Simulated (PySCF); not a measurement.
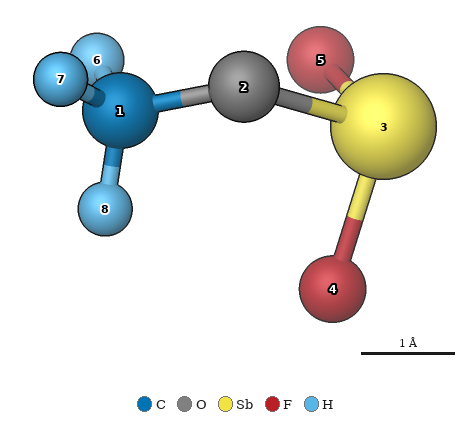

Figure 1. The input geometry (ball-and-stick view, seen at a tilt; atoms are numbered from 1 in the order of the input). Sticks mark near contacts.

Energy and gradient calculation, with input and output: CH3F2OSb

CH3F2OSb, SMILES C[O][Sb]([F])[F], computed with HF/def2-SVP, RHF, core potentials def2-svp (PySCF 2.14.0).

The geometry comes from this level: PBE0-D4/def2-TZVP. Figures and captions count atoms from 1; the log counts them from 0 in places.

### The input (run.py)
```python
from pyscf import gto

mol = gto.M(
    atom='''
C       -0.360600      -0.642300       0.798100
O        0.855500      -0.673600       0.064500
Sb       1.269400       0.579200      -1.324000
F       -0.405700       0.476800      -2.221700
F        0.757200       2.144500      -0.370200
H       -0.469500       0.298100       1.344800
H       -0.330200      -1.467000       1.512200
H       -1.224100      -0.772700       0.140400
''',
    verbose=4,
    basis='def2-svp',
    max_memory=1860,
    ecp={'Sb': 'def2-svp'},
)

mf = mol.RHF()
mf.conv_tol = 1e-10
mf.kernel()
if not mf.converged:
    mf = mf.newton().run(mf.mo_coeff, mf.mo_occ)

e_tot = mf.e_tot
print('E(%s) = %.9f' % ('HF', e_tot))
grad = mf.nuc_grad_method().kernel()
dip = mf.dip_moment()
pop, q = mf.mulliken_pop()
```

Machine: 1 thread of Intel Xeon (Sapphire Rapids), 16 GiB of memory available, shared host.

Launched with:
```bash
OMP_NUM_THREADS=1 python run.py
```

### Output
```
PySCF version 2.14.0

[INPUT] num. atoms = 8
[INPUT] num. electrons = 58
[INPUT] charge = 0
[INPUT] spin (= nelec alpha-beta = 2S) = 0
[INPUT] symmetry False subgroup None
[INPUT] Mole.unit = angstrom
[INPUT] Symbol           X                Y                Z      unit          X                Y                Z       unit  Magmom
[INPUT]  1 C     -0.360600000000  -0.642300000000   0.798100000000 AA   -0.681435240518  -1.213771089808   1.508190420015 Bohr   0.0
[INPUT]  2 O      0.855500000000  -0.673600000000   0.064500000000 AA    1.616660699565  -1.272919517507   0.121887335034 Bohr   0.0
[INPUT]  3 Sb     1.269400000000   0.579200000000  -1.324000000000 AA    2.398818342523   1.094529371348  -2.501997388924 Bohr   0.0
[INPUT]  4 F     -0.405700000000   0.476800000000  -2.221700000000 AA   -0.766661888736   0.901021416193  -4.198404530946 Bohr   0.0
[INPUT]  5 F      0.757200000000   2.144500000000  -0.370200000000 AA    1.430900621521   4.052517674130  -0.699576611314 Bohr   0.0
[INPUT]  6 H     -0.469500000000   0.298100000000   1.344800000000 AA   -0.887226415483   0.563327357733   2.541303692315 Bohr   0.0
[INPUT]  7 H     -0.330200000000  -1.467000000000   1.512200000000 AA   -0.623987566331  -2.772228224737   2.857643845567 Bohr   0.0
[INPUT]  8 H     -1.224100000000  -0.772700000000   0.140400000000 AA   -2.313213749080  -1.460191376451   0.265317547889 Bohr   0.0

nuclear repulsion = 303.563502653276
number of shells = 43
number of NR pGTOs = 178
number of NR cGTOs = 97
basis = def2-svp
ecp = {'Sb': 'def2-svp'}

******** <class 'pyscf.scf.hf.RHF'> ********
method = RHF
initial guess = minao
damping factor = 0
level_shift factor = 0
DIIS = <class 'pyscf.scf.diis.CDIIS'>
diis_start_cycle = 1
diis_space = 8
diis_damp = 0
SCF conv_tol = 1e-10
SCF conv_tol_grad = None
SCF max_cycles = 50
direct_scf = True
direct_scf_tol = 1e-13
Set gradient conv threshold to 1e-05
Initial guess from minao.
init E= -526.317605925218
  HOMO = -0.682548241969749  LUMO = -0.601497949226278  gap/eV = 2.20549
cycle= 1 E= -551.686094878211  delta_E= -25.4  |g|= 1.75  |ddm|= 9.49
  HOMO = -0.232853091294956  LUMO = 0.101769383824958  gap/eV = 9.10554
cycle= 2 E= -552.323590604536  delta_E= -0.637  |g|= 0.656  |ddm|= 3.51
  HOMO = -0.410410510034284  LUMO = 0.0848437097078481  gap/eV = 13.47655
cycle= 3 E= -552.398539400693  delta_E= -0.0749  |g|= 0.107  |ddm|= 0.692
  HOMO = -0.44013916020938  LUMO = 0.0751358224292305  gap/eV = 14.02135
cycle= 4 E= -552.402142652235  delta_E= -0.0036  |g|= 0.0589  |ddm|= 0.154
  HOMO = -0.437889184777511  LUMO = 0.0772271567293502  gap/eV = 14.01703
cycle= 5 E= -552.402954407877  delta_E= -0.000812  |g|= 0.0119  |ddm|= 0.055
  HOMO = -0.437750109959133  LUMO = 0.0779505630582989  gap/eV = 14.03293
cycle= 6 E= -552.403046252491  delta_E= -9.18e-05  |g|= 0.00407  |ddm|= 0.0257
  HOMO = -0.437910995390698  LUMO = 0.0778931300467626  gap/eV = 14.03575
cycle= 7 E= -552.403055480705  delta_E= -9.23e-06  |g|= 0.00113  |ddm|= 0.00785
  HOMO = -0.437946664266281  LUMO = 0.0778034924580729  gap/eV = 14.03428
cycle= 8 E= -552.403056417538  delta_E= -9.37e-07  |g|= 0.000224  |ddm|= 0.00255
  HOMO = -0.437918220512223  LUMO = 0.0778186127309606  gap/eV = 14.03391
cycle= 9 E= -552.403056454036  delta_E= -3.65e-08  |g|= 4.85e-05  |ddm|= 0.000495
  HOMO = -0.437911566909346  LUMO = 0.077820346973944  gap/eV = 14.03378
cycle= 10 E= -552.40305645561  delta_E= -1.57e-09  |g|= 1.69e-05  |ddm|= 0.000102
  HOMO = -0.437911095454801  LUMO = 0.0778200507351587  gap/eV = 14.03376
cycle= 11 E= -552.403056455747  delta_E= -1.37e-10  |g|= 6.68e-06  |ddm|= 2.8e-05
  HOMO = -0.43791074625485  LUMO = 0.0778200790789292  gap/eV = 14.03375
cycle= 12 E= -552.403056455771  delta_E= -2.4e-11  |g|= 1.8e-06  |ddm|= 1.2e-05
  HOMO = -0.437910584444737  LUMO = 0.0778202211894534  gap/eV = 14.03375
```

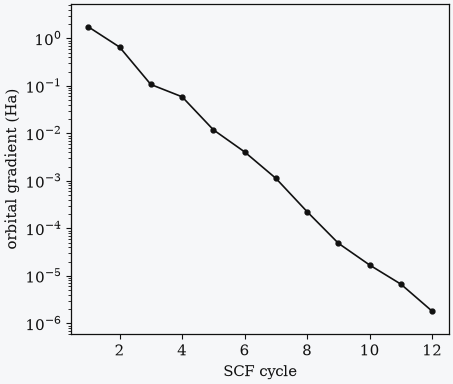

Figure 2. Convergence of the self-consistent field: orbital gradient against the SCF cycle. The residual falls at every step.

```
Extra cycle  E= -552.403056455772  delta_E= -9.09e-13  |g|= 9.36e-07  |ddm|= 3.23e-06
converged SCF energy = -552.403056455772
E(HF) = -552.403056456

******** <class 'pyscf.grad.rhf.Gradients'> for <class 'pyscf.scf.hf.RHF'> ********
unit = Eh/Bohr
--------------- RHF gradients ---------------
         x                y                z
0 C    -0.0052947733     0.0047396223    -0.0009270295
1 O     0.0134178100    -0.0045889748    -0.0042314838
2 Sb    -0.0101718634    -0.0002324104     0.0065629900
3 F     0.0024183060     0.0006859404    -0.0010622212
4 F     0.0018107285    -0.0001943445    -0.0020278705
5 H    -0.0007481394     0.0017497245     0.0014562410
6 H     0.0008144627    -0.0018360650     0.0011164072
7 H    -0.0022465311    -0.0003234926    -0.0008870332
----------------------------------------------
Dipole moment(X, Y, Z, Debye):  1.99517, -1.11187, -0.25523
 ** Mulliken pop  **
pop of  0 C 1s            1.98911
pop of  0 C 2s            0.85092
pop of  0 C 3s            0.17452
pop of  0 C 2px           0.57679
pop of  0 C 2py           0.72128
pop of  0 C 2pz           0.66076
pop of  0 C 3px           0.15909
pop of  0 C 3py           0.30846
pop of  0 C 3pz           0.25429
pop of  0 C 3dxy          0.00576
pop of  0 C 3dyz          0.01388
pop of  0 C 3dz^2         0.00497
pop of  0 C 3dxz          0.02061
pop of  0 C 3dx2-y2       0.01859
pop of  1 O 1s            1.99084
pop of  1 O 2s            1.04239
pop of  1 O 3s            0.80782
pop of  1 O 2px           0.90188
pop of  1 O 2py           0.99555
pop of  1 O 2pz           0.93232
pop of  1 O 3px           0.66671
pop of  1 O 3py           0.76575
pop of  1 O 3pz           0.69041
pop of  1 O 3dxy          0.00161
pop of  1 O 3dyz          0.00237
pop of  1 O 3dz^2         0.00144
pop of  1 O 3dxz          0.00244
pop of  1 O 3dx2-y2       0.00331
pop of  2 Sb 4s           2.10688
pop of  2 Sb 5s          -0.07732
pop of  2 Sb 6s           1.23323
pop of  2 Sb 7s           0.43331
pop of  2 Sb 4px          0.98750
pop of  2 Sb 4py          0.99654
pop of  2 Sb 4pz          0.99210
pop of  2 Sb 5px          1.01734
pop of  2 Sb 5py          1.00540
pop of  2 Sb 5pz          1.01127
pop of  2 Sb 6px          0.45624
pop of  2 Sb 6py          0.27038
pop of  2 Sb 6pz          0.35598
pop of  2 Sb 7px          0.17698
pop of  2 Sb 7py          0.06111
pop of  2 Sb 7pz          0.11455
pop of  2 Sb 4dxy         1.96898
pop of  2 Sb 4dyz         1.97142
pop of  2 Sb 4dz^2        1.96933
pop of  2 Sb 4dxz         1.96969
pop of  2 Sb 4dx2-y2      1.97097
pop of  2 Sb 5dxy         0.08146
pop of  2 Sb 5dyz         0.08141
pop of  2 Sb 5dz^2        0.08798
pop of  2 Sb 5dxz         0.07841
pop of  2 Sb 5dx2-y2      0.07943
pop of  3 F 1s            1.99162
pop of  3 F 2s            1.10763
pop of  3 F 3s            0.86519
pop of  3 F 2px           1.04880
pop of  3 F 2py           1.14466
pop of  3 F 2pz           1.11842
pop of  3 F 3px           0.73060
pop of  3 F 3py           0.78893
pop of  3 F 3pz           0.77835
pop of  3 F 3dxy          0.00065
pop of  3 F 3dyz          0.00019
pop of  3 F 3dz^2         0.00049
pop of  3 F 3dxz          0.00135
pop of  3 F 3dx2-y2       0.00108
pop of  4 F 1s            1.99162
pop of  4 F 2s            1.10762
pop of  4 F 3s            0.86519
pop of  4 F 2px           1.14304
pop of  4 F 2py           1.05536
pop of  4 F 2pz           1.11347
pop of  4 F 3px           0.78169
pop of  4 F 3py           0.74643
pop of  4 F 3pz           0.76978
pop of  4 F 3dxy          0.00077
pop of  4 F 3dyz          0.00127
pop of  4 F 3dz^2         0.00049
pop of  4 F 3dxz          0.00031
pop of  4 F 3dx2-y2       0.00091
pop of  5 H 1s            0.76525
pop of  5 H 2s            0.16854
pop of  5 H 2px           0.00269
pop of  5 H 2py           0.01509
pop of  5 H 2pz           0.00733
pop of  6 H 1s            0.76504
pop of  6 H 2s            0.17230
pop of  6 H 2px           0.00222
pop of  6 H 2py           0.01257
pop of  6 H 2pz           0.00978
pop of  7 H 1s            0.76520
pop of  7 H 2s            0.16851
pop of  7 H 2px           0.01215
pop of  7 H 2py           0.00452
pop of  7 H 2pz           0.00846
 ** Mulliken atomic charges  **
charge of    0C =      0.24098
charge of    1O =     -0.80485
charge of    2Sb =      1.59942
charge of    3F =     -0.57794
charge of    4F =     -0.57797
charge of    5H =      0.04110
charge of    6H =      0.03809
charge of    7H =      0.04116
```

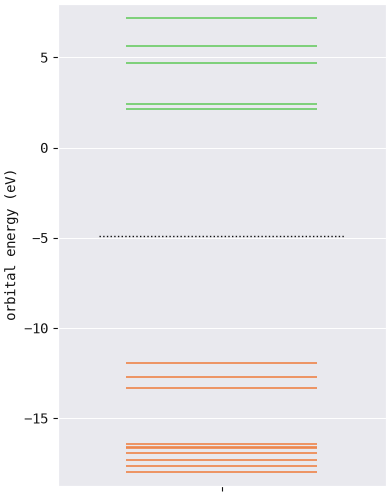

Figure 3. Orbital energies near the frontier; the dotted line parts filled from empty levels, and levels within 0.02 eV of each other stand side by side. Highest filled −11.92 eV, lowest empty 2.12 eV, 14.04 eV apart.

### Summary

```tsv
quantity	value
outcome	converged
total energy	−552.403056 hartree
basis functions	97
largest force	0.761 eV/Å
HOMO	−11.92 eV
LUMO	2.12 eV
dipole moment	2.30 D
wall time	9 s
peak memory	0.2 GiB
```
